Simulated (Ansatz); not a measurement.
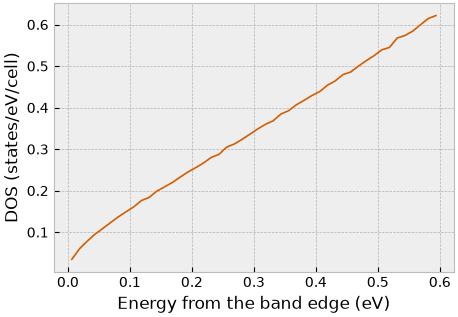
Fig. 1. Density of states of Hf3N4 (Fd-3m) above the conduction band minimum, PBEsol, rigid bands in Ansatz (a program for electronic structure); cell volume 182.5 Å³.

Problem. What effective density of states at 300 K does this give (∫ g(E) exp(−E/k_BT) dE, both spins, divided by the cell's size)?

Solution. 9.3e18 cm⁻³, a density-of-states mass of 0.52 mₑ, valleys and band degeneracy included.

Spin-orbit coupling is left out; with 5d elements it also splits d-like band edges. Geometry: cell and atoms relaxed with PBEsol.

Computed structure with no diffraction record at hand here (it may be known, metastable or hypothetical): Hf3N4 (Fd-3m).
